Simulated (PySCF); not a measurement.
# C$_{5}$H$_{16}$O$_{2}$Si$_{2}$ (SMILES CC(C)(C)CO[SiH2]O[SiH3]): what the fields show

```tsv
atom	x (Å)	y (Å)	z (Å)
C	-3.0386	0.2579	0.8500
C	-1.6972	0.1712	0.1210
C	-1.6338	-1.1124	-0.7081
C	-1.5136	1.3862	-0.7893
C	-0.5669	0.1532	1.1643
O	0.6796	0.1007	0.5395
Si	2.0760	-0.4676	1.1001
O	3.0426	-0.3464	-0.1813
Si	4.4101	-0.1684	-1.0185
H	-3.0892	1.1589	1.4575
H	-3.8540	0.2817	0.1316
H	-3.1786	-0.6021	1.5009
H	-2.4184	-1.1175	-1.4612
H	-0.6705	-1.1852	-1.2054
H	-1.7605	-1.9848	-0.0703
H	-0.5275	1.3568	-1.2450
H	-2.2649	1.3919	-1.5757
H	-1.6027	2.3079	-0.2178
H	-0.6155	1.0598	1.7812
H	-0.6902	-0.7094	1.8305
H	2.6093	0.3507	2.1894
H	1.9898	-1.8812	1.4646
H	4.7010	1.2613	-1.1066
H	4.1337	-0.7615	-2.3244
H	5.4692	-0.8775	-0.2991
```

Geometry: GFN2-xTB.

The calculation used PBE0/pcSseg-1, SCF density, gas phase, non-relativistic in PySCF 2.14.0.

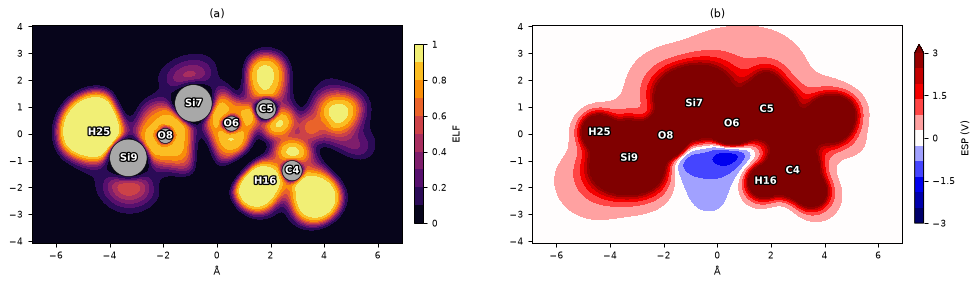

Figure 1. (a) electron localisation function; (b) molecular electrostatic potential on the plane of atoms C5, O6 and Si7. Grey discs cover the atomic cores in the ELF map.

Read the bonding off the picture.

- The section cuts through C, O, Si and H sites.
- C–O (1.40 Å): the ELF peaks at about 0.90 between the atoms; a polar covalent bond.
- Si–O (1.61 Å): the ELF peaks at about 0.85 between the atoms (a short, strongly polar bond).
- C–H (1.09 Å): the ELF climbs to about 1 towards the hydrogen, as it does in any bond to H (a covalent bond by its length).
- Si–H (1.46 Å): the ELF climbs to about 1 towards the hydrogen.
- The ELF also peaks beside O8 and O6, away from the bonds: lone-pair regions.
- Outside the dense part of the molecule the potential is most negative (−1.7 V) near O6.

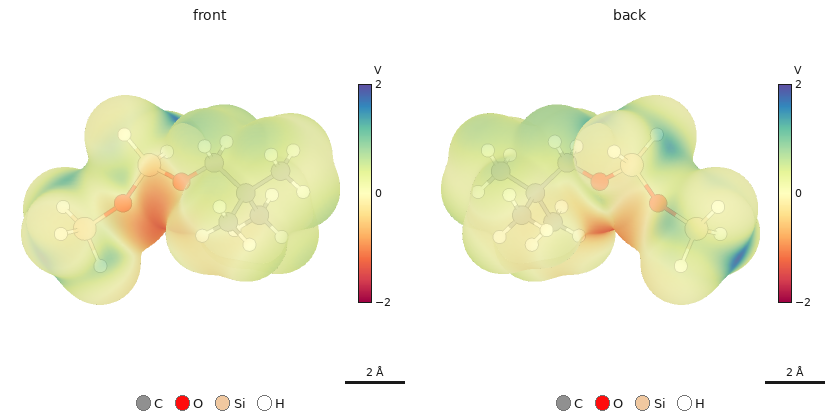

Figure 2. The molecular electrostatic potential painted on the density surface at 0.002 e/bohr³, seen from the front and from behind; red is negative and blue positive.

Which sites attract a positive test charge, and which a negative one?

A positive charge is drawn to the negative regions and a negative charge to the positive ones. The most negative region (about −1.2 V, or −28 kcal/mol for a unit charge) lies over O6, the most positive (about +1.6 V, or +37 kcal/mol for a unit charge) over Si7 and Si9. O6 is the likeliest acceptor of a hydrogen bond.

What dipole moment does the calculation give?

Its dipole moment is 0.87 D.
